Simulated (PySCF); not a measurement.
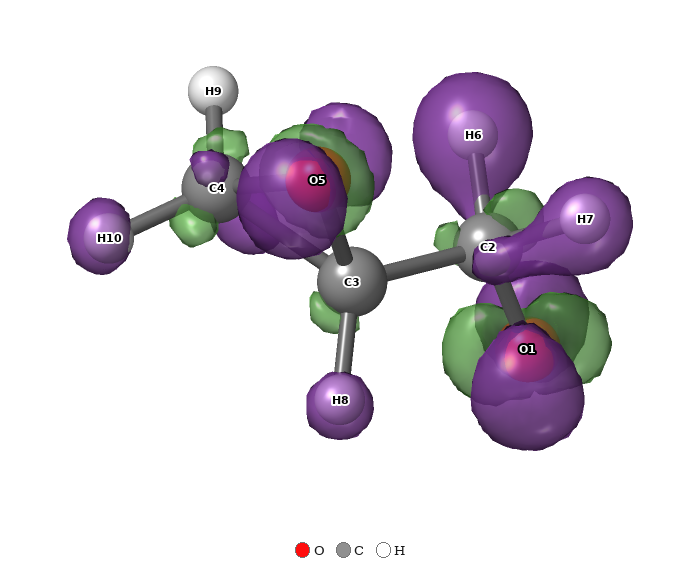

Figure 1: C3H5O2, doublet, SMILES `[O]CC1CO1`. Fukui function f⁻ = ρ(N) − ρ(N−1) at fixed geometry, surfaces at ±0.06 e/Å³ (purple positive, green negative).

Method: TPSSh/6-31G*; geometry: GFN2-xTB; program: PySCF. No frequency check shows the geometry to be a minimum. GFN2-xTB doesn't know the spin state, so this open-shell geometry is rough.

Question: Which atoms respond most to the removal of an electron?

Answer: f⁻ (Hirshfeld-condensed) is largest on O1 (0.18), O5 (0.17) and H6 (0.13); the vertical ionisation energy is 10.64 eV (to the singlet cation, which needn't be its lowest state). Condensed values hint at sites of electrophilic attack but needn't mark the atom that reacts. Shares this close don't rank the sites. Orbital relaxation makes it negative in places (0.24 e in all).

```
atom     f⁻  charge
  O1  +0.18   −0.13
  C2  +0.08   +0.03
  C3  +0.06   +0.02
  C4  +0.09    0.00
  O5  +0.17   −0.17
  H6  +0.13   +0.05
  H7  +0.09   +0.07
  H8  +0.07   +0.04
  H9  +0.05   +0.04
 H10  +0.07   +0.05
```
